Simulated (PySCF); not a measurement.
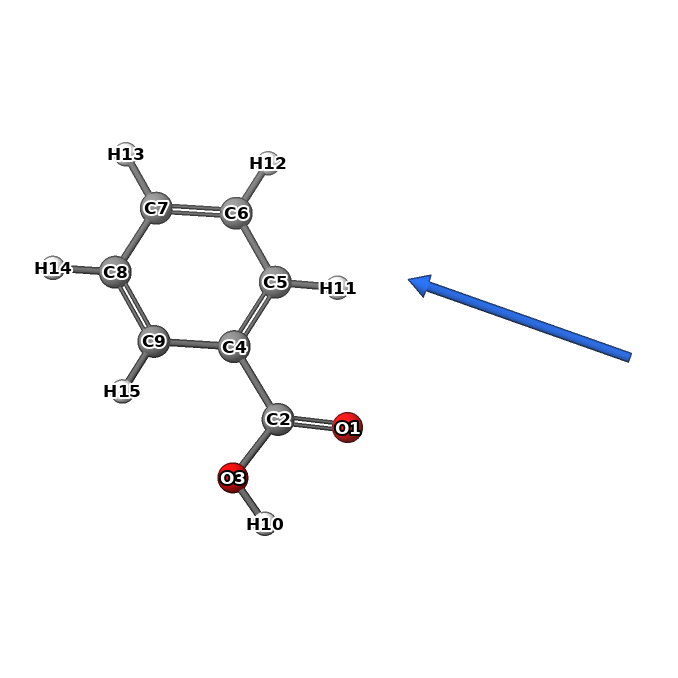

The arrow beside the molecule shows the direction of the dipole moment, from the negative to the positive end (its length means nothing). Computed geometry: GFN2-xTB optimisation. No frequency run is at hand to confirm it as a minimum. Properties computed with B3LYP/def2-SVPD, gas phase (PySCF 2.14.0).

**Estimate the dipole moment.**

2.20 D; it points from the side of O1 to the side of H14 (the outermost atoms at the two ends).
